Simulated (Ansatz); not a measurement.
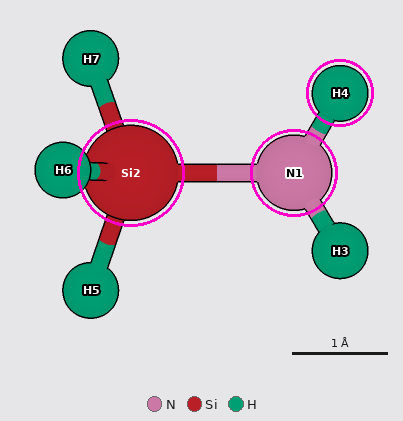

A scan of SiNH5: the N1–Si2 distance and the H4–N1–Si2 angle are varied on a grid, with the rest of the molecule carried along rigidly. The picture shows the minimum geometry. The ringed atoms are those of the scanned coordinate. A ball-and-stick model, seen face on.

Computed with Ansatz: CCSD(T), basis def2-TZVPP, on geometries moved rigidly from the minimum at PBE0-D4/def2-TZVP. Coupled cluster with a frozen core. Energies are counted from the PBE0-D4/def2-TZVP minimum geometry at the same level.

The input:
```yaml
crystal:
  periodic: [false, false, false]
  atoms:
    - {symbol: N, position_ang: [-0.097708, -1.071027, -0.020896]}
    - {symbol: Si, position_ang: [0.128020, 0.632596, -0.095040]}
    - {symbol: H, position_ang: [-1.017741, -1.457766, -0.157438]}
    - {symbol: H, position_ang: [0.419035, -1.612875, 0.652936]}
    - {symbol: H, position_ang: [-0.528044, 1.126499, -1.333240]}
    - {symbol: H, position_ang: [-0.431496, 1.416634, 1.047139]}
    - {symbol: H, position_ang: [1.589234, 0.897941, -0.139161]}
basis:
  gaussian: {orbitals: def2-TZVPP}
correlation: {method: ccsd_t}
```

**Predict the energy profile on a grid with rows 1.548, 1.598, 1.672, 1.758, 1.853, 1.955, 2.064 and columns 101.6, 107.6, 113.6, 119.6, 125.6, 131.6, 137.6 (N1–Si2 distance (Å); H4–N1–Si2 angle (°)).**

Rows: N1–Si2 distance (Å); columns: H4–N1–Si2 angle (°); values in kJ/mol.

```
       101.6  107.6  113.6  119.6  125.6  131.6  137.6
1.548   89.6   74.0   63.7   58.5   58.4   63.1   72.6
1.598   56.3   41.6   32.1   27.7   28.3   33.8   44.0
1.672   29.5   16.0    7.6    4.3    5.9   12.4   23.6
1.758   22.8   10.6    3.5    1.3    4.0   11.4   23.6
1.853   35.6   24.9   19.0   18.0   21.7   30.2   43.3
1.955   64.1   54.8   50.2   50.3   55.0   64.4   78.3
2.064  103.9   96.0   92.6   93.8   99.5  109.7  124.4
```

In pairs of (N1–Si2 distance (Å); H4–N1–Si2 angle (°)): the lowest computed point lies at (1.758, 119.6) (1.3 kJ/mol), the highest at (2.064, 137.6) (124.4 kJ/mol).  Over the ranges scanned the energy rises more along the first axis, the N1–Si2 distance.

As a map, interpolated between the computed points (dots):

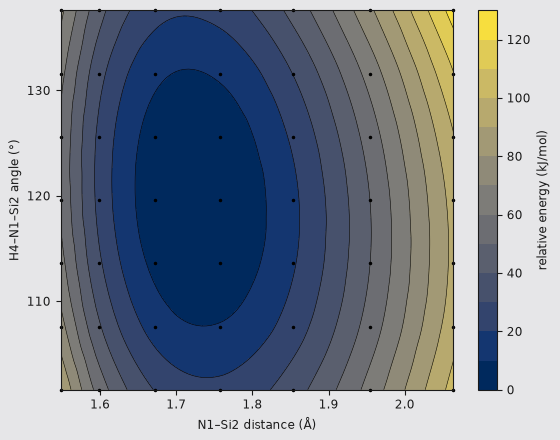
